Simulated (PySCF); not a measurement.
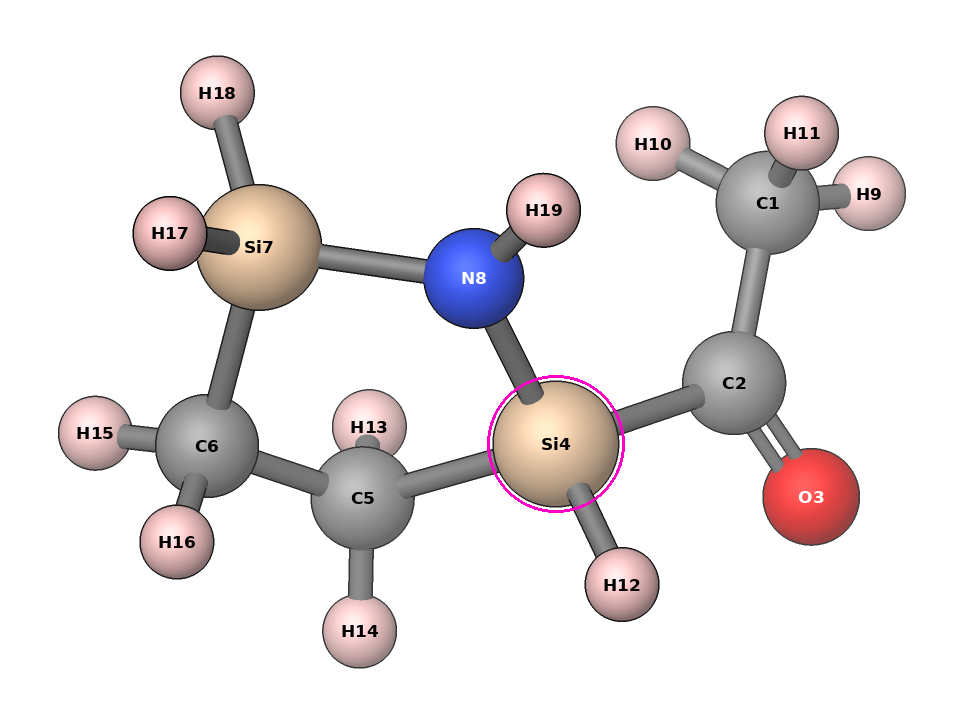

Distant atoms are faded towards the background colour. Circles mark the stereogenic atoms. The computed structure is the end point of a PBE0-D3(BJ)/def2-SVP optimisation. No frequency run is at hand to confirm it as a minimum.

> Give the R/S and E/Z labels.

Si4: S (priorities N8 > C2 > C5 > H12).
